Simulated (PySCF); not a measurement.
**PN (phosphorus nitride) at 6 levels**

Wanted: a comparison of 6 runs (HF/Sapporo-DZP, HF/aug-cc-pVDZ, HF-D4/cc-pVTZ, SVWN-RPA/3-21G, M05-2X/def2-TZVPD) of PN (phosphorus nitride). 

Program for the calculation: PySCF 2.14.0.

5 further runs of the same task are left out: 2 that didn't finish, 3 set aside as unsound or not needed.

### Step 1. The system as given

The species is PN (2 atoms), meant as a singlet with charge 0. As SMILES, `N#P`. Geometry: the measured bond length.

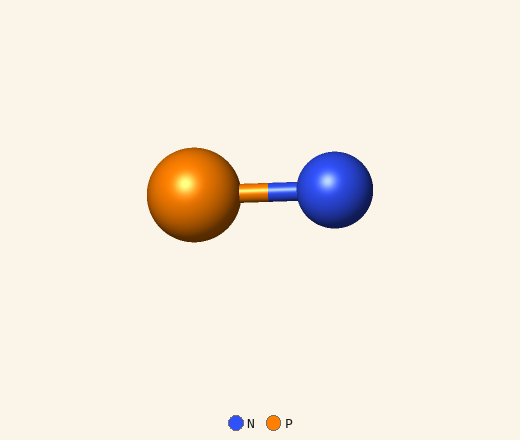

Viewed from a chosen angle; nitrogen blue, phosphorus orange.

### Step 2. Localised orbitals at HF/Sapporo-DZP (density fitting, IEF-PCM toluene) (run 1)

Input file input.py:

```python
import numpy
from pyscf import gto, scf, lo, solvent

system = gto.Mole()
system.atom = '''
N      0.000000     0.000000     0.000000
P      0.000000     0.000000     1.490866
'''
system.max_memory = 1860
system.basis = 'sapporo-dzp'
system.verbose = 4
system.build()

mf = scf.RHF(system)
mf = mf.density_fit()
mf = mf.PCM()
mf.with_solvent.method = 'IEF-PCM'
mf.with_solvent.eps = 2.3741  # toluene
mf.kernel()

e_final = mf.e_tot
print('E(%s) = %.9f' % ('HF', e_final))
occ = mf.mo_coeff[:, 0:system.nelec[0]]
loc = lo.ER(system, occ).kernel()
r1 = numpy.einsum('xij,ip,jp->px', system.intor('int1e_r'), loc, loc)
spread = numpy.einsum('ij,ip,jp->p', system.intor('int1e_r2'), loc, loc) - (r1 ** 2).sum(1)
centres = r1 * 0.529177
print('orbital  centre (A)  spread (bohr^2)')
for i, (c, s) in enumerate(zip(centres, spread), 1):
    print('%3d %9.4f %9.4f %9.4f %9.4f' % (i, *c, s))
```

Launch:

```bash
$ OMP_NUM_THREADS=1 python input.py
```

Log:

```text
PySCF version 2.14.0

[INPUT] num. atoms = 2
[INPUT] num. electrons = 22
[INPUT] charge = 0
[INPUT] spin (= nelec alpha-beta = 2S) = 0
[INPUT] symmetry False subgroup None
[INPUT] Mole.unit = angstrom
[INPUT] Symbol           X                Y                Z      unit          X                Y                Z       unit  Magmom
[INPUT]  1 N      0.000000000000   0.000000000000   0.000000000000 AA    0.000000000000   0.000000000000   0.000000000000 Bohr   0.0
[INPUT]  2 P      0.000000000000   0.000000000000   1.490866000000 AA    0.000000000000   0.000000000000   2.817328428426 Bohr   0.0

nuclear repulsion = 37.2693502612576
number of shells = 14
number of NR pGTOs = 85
number of NR cGTOs = 32
basis = sapporo-dzp
ecp = {}

[... 36 lines left out ...]
WARN: Even tempered Gaussians are generated as DF auxbasis for  P N
[... 6 lines left out ...]
Solvent Energy = -0.0113688416351355
[... 7 lines left out ...]
Solvent Energy = -0.00534303511739981
[... 7 lines left out ...]
Solvent Energy = -0.00488909989099274
[... 7 lines left out ...]
Solvent Energy = -0.00487678027479725
[... 7 lines left out ...]
Solvent Energy = -0.00487635749109498
[... 5 lines left out ...]
converged SCF energy = -395.123297263699
[... 2 lines left out ...]
******** <class 'pyscf.lo.edmiston.EdmistonRuedenberg'> ********
conv_tol = 1e-06
conv_tol_grad = None
max_cycle = 100
max_stepsize = 0.05
max_iters = 20
kf_interval = 5
kf_trust_region = 5
ah_start_tol = 1000000000.0
ah_start_cycle = 1
ah_level_shift = 0
ah_conv_tol = 1e-12
ah_lindep = 1e-14
ah_max_cycle = 40
ah_trust_region = 3
init_guess = atomic
algorithm = ciah
Set conv_tol_grad to 0.000316228
Init f(x)= 23.551936316001  |g|= 4.74588
macro= 1  f(x)= 24.9137095971  delta_f= 1.36177  |g|= 2.77027  3 KF 20 Hx
macro= 2  f(x)= 25.090190201135  delta_f= 0.176481  |g|= 0.160681  3 KF 8 Hx
macro= 3  f(x)= 25.09023361005  delta_f= 4.34089e-05  |g|= 0.000812486  2 KF 5 Hx
macro= 4  f(x)= 25.09023361005  delta_f= 7.10543e-14  |g|= 1.0535e-05  1 KF 1 Hx
macro X = 4  f(x)= 25.09023361005  |g|= 1.0535e-05  8 intor 9 KF 34 Hx
orbital  centre (A)  spread (bohr^2)
  1    0.0000    0.0000    1.4910    0.0238
  2   -0.0000   -0.0000    0.0001    0.0937
  3    0.0000    0.0000    1.3407    0.2383
[... 7 lines of this table left out ...]
 11    0.0000    0.0000    0.5954    5.3086
```

Run time: 2.4 s. Hardware: 1 thread of Arm Neoverse V2, shared host; peak memory 0.14 GiB.

### Step 3. A single-point energy at HF/aug-cc-pVDZ (density fitting with def2-universal-jkfit, IEF-PCM aniline) (run 2)

Input file job.py:

```python
import pyscf.grad
from pyscf import gto, solvent
from pyscf.pbc.tools.pyscf_ase import PySCF, ase_atoms_to_pyscf
from ase import Atoms

atoms = Atoms(['N', 'P'], positions=[
    [0.000000, 0.000000, 0.000000],
    [0.000000, 0.000000, 1.490866],
])

mol = gto.Mole()
mol.atom = ase_atoms_to_pyscf(atoms)
mol.basis = 'aug-cc-pvdz'
mol.max_memory = 1860
mol.verbose = 3
mol.spin = 0
mol.build()

calc0 = mol.RHF()
calc0 = calc0.density_fit(auxbasis='def2-universal-jkfit')
calc0 = calc0.PCM()
calc0.with_solvent.method = 'IEF-PCM'
calc0.with_solvent.eps = 6.8882  # aniline
calc0.init_guess = '1e'
calc0.max_cycle = 94
calc0.diis_space = 4
calc0.level_shift = 0.1
atoms.calc = PySCF(method=calc0)

e_ev = atoms.get_potential_energy()
print('energy %.6f eV' % e_ev)
```

Launch:

```bash
$ OMP_NUM_THREADS=1 python job.py
```

Log:

```text
WARN: PCM is an experimental feature. It is still in testing.
Features and APIs may be changed in the future.

converged SCF energy = -395.15910760263
energy -10752.827016 eV
```

Run time: 2 s. Hardware: 1 thread of Arm Neoverse V2, shared host; peak memory 0.14 GiB.

### Step 4. The charge distribution at HF-D4/cc-pVTZ (sfX2C, density fitting with cc-pvqz-jkfit) (run 3)

Input file calc.py:

```python
import numpy
from pyscf import gto, scf, lo

system = gto.M(
    atom=[
    ('N', (0.000000, 0.000000, 0.000000)),
    ('P', (0.000000, 0.000000, 1.490866)),
],
    basis='cc-pvtz',
    symmetry=True,
    max_memory=1860,
    verbose=4,
)

calc0 = system.RHF()
calc0 = calc0.x2c()
calc0 = calc0.density_fit(auxbasis='cc-pvqz-jkfit')
calc0.disp = 'd4'
calc0.kernel()

etot = calc0.e_tot
print('E = %.10f Eh' % etot)
dip = calc0.dip_moment()
pop, q = calc0.mulliken_pop()
quad = calc0.quad_moment()
occ = calc0.mo_coeff[:, calc0.mo_occ > 0]
iaos = lo.vec_lowdin(lo.iao.iao(system, occ), calc0.get_ovlp())
c = iaos.T @ calc0.get_ovlp() @ occ
pop_iao, q_iao = scf.hf.mulliken_pop(lo.iao.reference_mol(system), (c * calc0.mo_occ[calc0.mo_occ > 0]) @ c.T, numpy.eye(c.shape[0]), verbose=0)
print('IAO charges', numpy.round(q_iao, 4))
```

Launch:

```bash
$ OMP_NUM_THREADS=1 python calc.py
```

Log:

```text
PySCF version 2.14.0

[INPUT] num. atoms = 2
[INPUT] num. electrons = 22
[INPUT] charge = 0
[INPUT] spin (= nelec alpha-beta = 2S) = 0
[INPUT] symmetry True subgroup None
[INPUT] Mole.unit = angstrom
[INPUT] Symbol           X                Y                Z      unit          X                Y                Z       unit  Magmom
[INPUT]  1 N      0.000000000000   0.000000000000   0.000000000000 AA    0.000000000000   0.000000000000   0.000000000000 Bohr   0.0
[INPUT]  2 P      0.000000000000   0.000000000000   1.490866000000 AA    0.000000000000   0.000000000000   2.817328428426 Bohr   0.0

[... 65 lines left out ...]
converged SCF energy = -395.935410198368
[... 1 line left out ...]
Dipole moment(X, Y, Z, Debye): -0.00000, -0.00000,  3.13589
[... 70 lines left out ...]
IAO charges [-0.5476  0.5476]
```

It took 0.78 s on 1 thread of Arm Neoverse V2, shared host; peak memory 0.13 GiB.

Atomic charges (e):

```tsv
atom	Mulliken	IAO
N1	-0.305	-0.548
P2	+0.305	+0.548
```

Runs 4 to 5 aren't shown in full; the table further down has their settings and results.

### Step 5. A single-point energy at M05-2X/def2-TZVPD (C-PCM acetonitrile) (run 6)

Input file calc.py:

```python
# phosphorous nitride
from pyscf import gto, dft, solvent

molecule = gto.M(
    atom='''
N
P 1 1.490866
''',
    basis='def2-tzvpd',
    max_memory=1860,
    verbose=4,
    charge=0,
)

mf = dft.RKS(molecule)
mf.xc = 'm05-2x'
mf = mf.PCM()
mf.with_solvent.method = 'C-PCM'
mf.with_solvent.eps = 35.688
mf.kernel()

energy = mf.e_tot
print('E = %.10f Eh' % energy)
```

Launch:

```bash
$ OMP_NUM_THREADS=1 python calc.py
```

Log:

```text
PySCF version 2.14.0

[INPUT] num. atoms = 2
[INPUT] num. electrons = 22
[INPUT] charge = 0
[INPUT] spin (= nelec alpha-beta = 2S) = 0
[INPUT] symmetry False subgroup None
[INPUT] Mole.unit = angstrom
[INPUT] Symbol           X                Y                Z      unit          X                Y                Z       unit  Magmom
[INPUT]  1 N      0.000000000000   0.000000000000   0.000000000000 AA    0.000000000000   0.000000000000   0.000000000000 Bohr   0.0
[INPUT]  2 P      1.490866000000   0.000000000000   0.000000000000 AA    2.817328428426   0.000000000000   0.000000000000 Bohr   0.0

nuclear repulsion = 37.2693502612576
number of shells = 28
number of NR pGTOs = 121
number of NR cGTOs = 80
basis = def2-tzvpd
ecp = {}

[... 38 lines left out ...]
Solvent Energy = -0.000111359570796521
[... 7 lines left out ...]
Solvent Energy = -0.00039831935206386
[... 7 lines left out ...]
Solvent Energy = -0.0137812810710519
[... 7 lines left out ...]
Solvent Energy = -0.013939420472288
[... 7 lines left out ...]
Solvent Energy = -0.0139534221531728
[... 5 lines left out ...]
converged SCF energy = -396.09396761791
E = -396.0939676179 Eh
```

It took 5.1 s on 1 thread of Arm Neoverse V2, shared host; peak memory 0.29 GiB.

### Step 6. Overview of the runs

```tsv
run	level	task	integral approximation	energy (Eh)	dipole moment (D)	HOMO energy (eV)	LUMO energy (eV)	wall time
1	HF/Sapporo-DZP (density fitting, IEF-PCM toluene)	localise	auto	-395.123297	3.51	-11.91	1.66	2.4 s
2	HF/aug-cc-pVDZ (density fitting with def2-universal-jkfit, IEF-PCM aniline)	energy	def2-universal-jkfit	-395.159108	4.23	-12.08	1.10	2 s
3	HF-D4/cc-pVTZ (sfX2C, density fitting with cc-pvqz-jkfit)	properties	cc-pvqz-jkfit	-395.935410	3.14	-12.00	1.37	0.78 s
4	SVWN-RPA/3-21G (density fitting with def2-universal-jkfit)	gradient	def2-universal-jkfit	-392.750508	1.89	-7.82	-3.36	1.4 s
5	SVWN-RPA/3-21G (density fitting)	gradient	auto	-392.750508	1.89	-7.82	-3.36	1.3 s
6	M05-2X/def2-TZVPD (C-PCM acetonitrile)	energy	none	-396.093968	4.44	-10.75	-1.07	5.1 s
```

### Step 7. Summary of results

| quantity | value |
| --- | --- |
| run 6: total energy | -396.09397 Eh |
| run 6: dipole moment | 4.44 D |
| run 6: HOMO energy | -10.75 eV |
| run 6: LUMO energy | -1.07 eV |
| run 6: HOMO–LUMO gap | 9.69 eV |
| run 6: solvent term in the energy | -36.6 kJ/mol |

In words: The dipole moment (its size) runs from 1.89 D (SVWN-RPA/3-21G) to 4.44 D (M05-2X/def2-TZVPD). The two ends differ in method and basis and solvent. The HOMO–LUMO gap runs from 4.45 eV (SVWN-RPA/3-21G) to 13.56 eV (HF/Sapporo-DZP). Totals of different functionals can't be ranked against each other. Some runs of one species differ in core potentials or relativity; totals across that change don't compare. All runs together took 13 s, the longest 5.1 s.
